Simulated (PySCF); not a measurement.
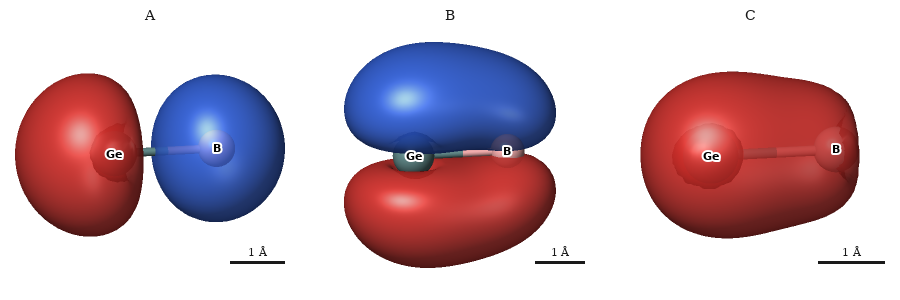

GeB (quartet). Three frontier β-spin orbitals, each drawn at the value that holds 80 % of its norm (red and blue are the two phases), in no order; of a degenerate pair one member is drawn.

The calculation used PBE0/def2-TZVPP, non-relativistic Hamiltonian with scalar-relativistic core potentials where named, at a bond length of 1.984 Å (PySCF 2.14.0).

Question: Label each orbital by symmetry, say whether it is occupied, and order them by energy.

Answer: Orbital C: σ, occupied in this spin, −13.57 eV; shared between the atoms (Ge 65 %, B 35 %).
Orbital A: σ, occupied in this spin, −8.20 eV; shared between the atoms (Ge 60 %, B 40 %).
Orbital B: π, empty in this spin, −3.19 eV; bonding, with no node between the atoms.
